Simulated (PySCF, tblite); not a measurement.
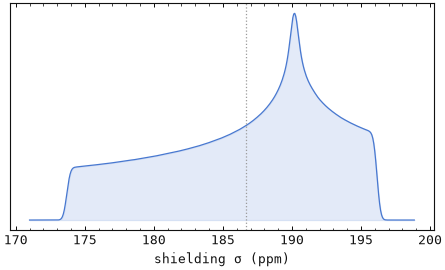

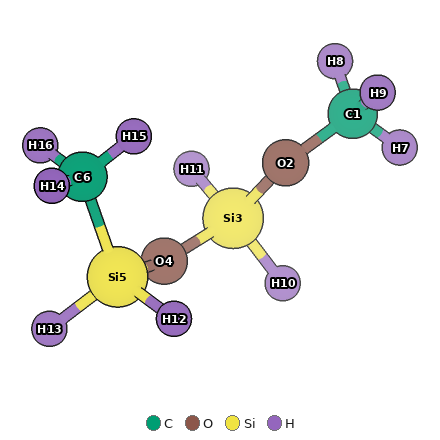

Static powder pattern (¹³C) from GIAO shielding tensors of C₂H₁₀O₂Si₂, SMILES CO[SiH2]O[SiH2]C, PBE0/pcSseg-1 with PySCF, at a GFN2-xTB geometry (a minimum by its frequencies); absolute shielding, one fixed geometry of the isolated molecule without any motion, no dipolar terms. The dotted line is the isotropic value; skew is 3(σiso − σ22)/span.

**The pattern belongs to C6. Give the principal values, span and skew.**

C6: σ11, σ22, σ33 = 174, 190, 196 ppm, isotropic 187, span 22 ppm, skew −0.47.

Caveats: the tight-binding geometry is rougher than a DFT one and adds to the error; one conformer of a flexible molecule.
